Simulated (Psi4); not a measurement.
# InHF (SMILES [F][InH]) at 3 levels

We compute a comparison of 3 runs (UHF/def2-TZVP, UKMLYP/STO-3G, USCS-OMP2/def2-SV(P)) of InHF. 

The results are computed with Psi4 1.11.

1 further run of the same task is left out (it didn't finish).

### 1 The system as given

InHF has 3 atoms, charge 0, and is taken as a doublet. SMILES: `[F][InH]`. The shape is that of a PBE0-D4/def2-TZVP optimisation.

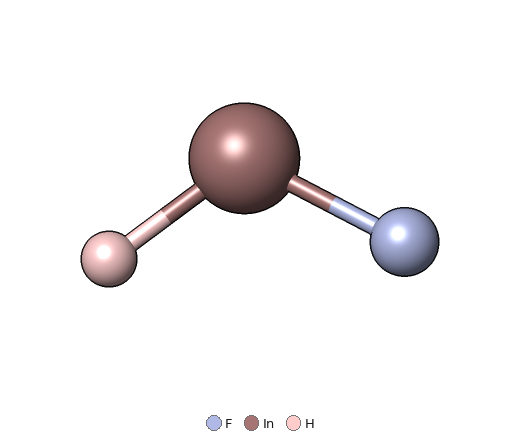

The structure, seen from a chosen angle (fluorine light blue, indium brown, hydrogen pink).

### 2 The energy at UHF/def2-TZVP (core potential) (run 1)

Contents of job.json:

```json
{
  "schema_name": "qcschema_input",
  "schema_version": 1,
  "molecule": {
    "schema_name": "qcschema_molecule",
    "schema_version": 2,
    "symbols": ["F", "In", "H"],
    "geometry": [2.05677791, 1.869884, 1.31203685, -0.9873819, 0.67104175, -0.46260496, -1.090183, -2.66338, -0.87456525],
    "molecular_charge": 0,
    "molecular_multiplicity": 2,
    "fix_symmetry": "c1",
    "fix_com": true,
    "fix_orientation": true
  },
  "driver": "energy",
  "model": {
    "method": "hf",
    "basis": "def2-TZVP"
  },
  "keywords": {
    "reference": "uhf",
    "puream": true,
    "e_convergence": 1e-09,
    "d_convergence": 1e-08,
    "scf_type": "pk",
    "maxiter": 200,
    "scf_properties": ["DIPOLE", "MULLIKEN_CHARGES", "QUADRUPOLE"]
  }
}
```

The run is started by

```sh
psi4 --qcschema job.json -n 1 --memory 1600MB
```

stdout:

```text
[...]
    !!!  WARNING: ECP capability is in beta. Please check occupations closely.  !!!
[...]
  Running in c1 symmetry.
[...]
  Nuclear repulsion =   58.542473716129471
[...]
  Multiplicity = 2
[...]
  Nalpha       = 16
  Nbeta        = 15
[...]
    Number of basis functions: 87
[...]
   @UHF iter   1:  -289.16812607011275   -1.44514e+00   6.24445e-03 DIIS/ADIIS
[...]
   @UHF iter  15:  -289.27940310555886   -1.40972e-11   7.43761e-09 DIIS
[...]
   @S^2 Observed:                7.707772681E-01
[...]
  @UHF Final Energy:  -289.27940310555886
   => Energetics <=
    Nuclear Repulsion Energy =             58.5424737161294715
    One-Electron Energy =                -592.4281943890204047
    Two-Electron Energy =                 244.6063175673320416
    Total Energy =                       -289.2794031055588562
  UHF NO Occupations:
  HONO-2 :   14  A 1.9996353
  HONO-1 :   15  A 1.9904554
[...]
 Multipole Moments:
 ------------------------------------------------------------------------------------
     Multipole            Electronic (a.u.)      Nuclear  (a.u.)        Total (a.u.)
 ------------------------------------------------------------------------------------
 L = 1.  Multiply by 2.5417464519 to convert [e a0] to [Debye]
 Dipole X            :          2.2032736           -3.3142017           -1.1109281
 Dipole Y            :        -28.4630680           28.2574528           -0.2056153
 Dipole Z            :         -1.8419129            1.2190622           -0.6228506
 Magnitude           :                                                    1.2901092
 L = 2.  Multiply by 1.3450342976 to convert [e a0^2] to [Debye ang]
 Quadrupole XX       :        -82.8448372           59.7349007          -23.1099366
 Quadrupole XY       :        -25.8279160           23.6029325           -2.2249835
[...]
```

The result, in JSON:

```text
{
 "driver": "energy",
 "model": {
  "method": "hf",
  "basis": "def2-TZVP"
 },
 "success": true,
 "return_result": -289.27940310555886,
 "properties": {
  "calcinfo_nbasis": 87,
  "calcinfo_nmo": 87,
  "calcinfo_nalpha": 16,
  "calcinfo_nbeta": 15,
  "calcinfo_natom": 3,
  "nuclear_repulsion_energy": 58.54247371612947,
  "return_energy": -289.27940310555886,
  "scf_one_electron_energy": -592.4281943890204,
  "scf_two_electron_energy": 244.60631756733204,
  "scf_dipole_moment": [-1.1109281013609067, -0.20561526970478639, -0.622850627111589],
  "scf_total_energy": -289.27940310555886,
  "scf_iterations": 15
 }
}
```

It took 3 s on 1 thread of Intel Xeon 6975P-C (Granite Rapids), shared host; peak memory 0.31 GiB.

### 3 Energy and gradient at UKMLYP/STO-3G (run 2)

Contents of calc.inp:

```
memory 1600 mb

molecule {
  0 2
  F
  In 1 R2
  H 2 R3 1 A3

  R2 = 1.969612
  R3 = 1.778748
  A3 = 113.7635
  symmetry c1
  no_reorient
  no_com
}

set {
  basis       STO-3G
  reference   uks
  scf_type    pk
  level_shift 0.1
  print       2
  maxiter     100
}

gradient("kmlyp")
```

The run is started by

```sh
psi4 calc.inp calc.out -n 1
```

calc.out:

```text
[...]
  Running in c1 symmetry.
[...]
  Nuclear repulsion =  134.577503646525628
[...]
  Multiplicity = 2
[...]
  Nalpha       = 30
  Nbeta        = 29
[...]
      Number of basis functions:        33
[...]
   @UKS iter   1: -5782.04040488095779   -2.71505e+00   1.48896e-02 ADIIS/DIIS/SHIFT
[...]
   @UKS iter  13: -5782.23020506006378   -3.63798e-12   4.67004e-09 DIIS
[...]
   @S^2 Observed:                7.559306609E-01
[...]
  @UKS Final Energy: -5782.23020506006378
   => Energetics <=
    Nuclear Repulsion Energy =            134.5775036465256278
    One-Electron Energy =               -8280.9259224374909536
    Two-Electron Energy =                2438.1853010224544960
    DFT Exchange-Correlation Energy =     -74.0670872915536194
    Empirical Dispersion Energy =           0.0000000000000000
    VV10 Nonlocal Energy =                  0.0000000000000000
    Total Energy =                      -5782.2302050600637813
[...]
  -Total Gradient:
     Atom            X                  Y                   Z
    ------   -----------------  -----------------  -----------------
       1       -0.000401779392     0.053252138284    -0.000000000000
       2       -0.041684034970    -0.034023669667    -0.000000000000
       3        0.042221312020    -0.019236697592    -0.000000000000
[...]
```

Run time: 2.7 s. Hardware: 1 thread of Intel Xeon 6975P-C (Granite Rapids), shared host; peak memory 0.24 GiB.

### 4 A single-point energy at USCS-OMP2/def2-SV(P) (core potential) (run 3)

Contents of fhin.dat:

```
memory 1600 mb

molecule m {
  0 2
  F      1.088400     0.989500     0.694300
  In    -0.522500     0.355100    -0.244800
  H     -0.576900    -1.409400    -0.462800
  no_reorient
  no_com
}

set reference uhf
set scf_type pk
set mp2_type conv
set orbital_optimizer_package ooo

result, w = energy('scs-omp2/def2-SV(P)', return_wfn=True)
```

The run is started by

```sh
psi4 -i fhin.dat -o fhin.out -n 1
```

fhin.out:

```text
[...]
  Running in c1 symmetry.
[...]
  Nuclear repulsion =   58.542473673905178
[...]
  Multiplicity = 2
[...]
  Nalpha       = 16
  Nbeta        = 15
[...]
    Number of basis functions: 42
[...]
   @UHF iter   1:  -289.05865570855877   -2.89059e+02   1.03789e-02 ADIIS+DIIS
[...]
   @UHF iter  17:  -289.13968821581892    0.00000e+00   6.24686e-09 Converged
[...]
   @S^2 Observed:                7.702917641E-01
[...]
  @UHF Final Energy:  -289.13968821581852
   => Energetics <=
    Nuclear Repulsion Energy =             58.5424736739051781
    One-Electron Energy =                -592.2879977620516456
    Two-Electron Energy =                 244.6058358723279014
    Total Energy =                       -289.1396882158185235
  UHF NO Occupations:
  HONO-2 :   14  A 1.9995965
  HONO-1 :   15  A 1.9906019
[...]
 Multipole Moments:
 ------------------------------------------------------------------------------------
     Multipole            Electronic (a.u.)      Nuclear  (a.u.)        Total (a.u.)
 ------------------------------------------------------------------------------------
 L = 1.  Multiply by 2.5417464519 to convert [e a0] to [Debye]
 Dipole X            :          2.1833269           -3.3142017           -1.1308747
 Dipole Y            :        -28.4318862           28.2574527           -0.1744335
 Dipole Z            :         -1.8493697            1.2190623           -0.6303074
 Magnitude           :                                                    1.3063660
[...]
	SCS-MP2 Total Energy (a.u.)        :  -289.39934103772879
	SOS-MP2 Total Energy (a.u.)        :  -289.39412452823603
[...]
	MP2 Total Energy (a.u.)            :  -289.41635110509122
[...]
	SCS-OMP2 Total Energy (a.u.)       :  -289.40464434667456
	SOS-OMP2 Total Energy (a.u.)       :  -289.37824069405826
[...]
	OMP2 Total Energy (a.u.)           :  -289.41635110484509
[...]
```

Run time: 5.7 s. Hardware: 1 thread of Intel Xeon 6975P-C (Granite Rapids), shared host; peak memory 0.17 GiB.

### 5 The series

```csv
run,level,task,core potential,energy (Eh),dipole moment (D),HOMO energy (eV),LUMO energy (eV),wall time
1,UHF/def2-TZVP (core potential),energy,def2,-289.279403,3.28,-9.01,-0.06,3 s
2,UKMLYP/STO-3G,gradient,none,-5782.230205,1.37,-3.80,1.83,2.7 s
3,USCS-OMP2/def2-SV(P) (core potential),energy,def2,-289.404644,–,-8.95,0.04,5.7 s
```

### 6 Outcome

| quantity | value |
| --- | --- |
| run 3: total energy | -289.40464 Eh |
| run 3: HOMO energy (Hartree–Fock orbitals) (highest over α and β) | -8.95 eV |
| run 3: LUMO energy (Hartree–Fock orbitals) (lowest over α and β) | 0.04 eV |
| run 3: correlation energy | -265.0 mEh |
| run 3: ⟨S²⟩ of the reference determinant | 0.770 |

In words: Some runs of one species differ in core potentials or relativity; totals across that change don't compare. In run 2 the basis is minimal, so the values are rough. In run 2 relativity is left out where basis or elements ask for it. All runs together took 11 s, the longest 5.7 s.
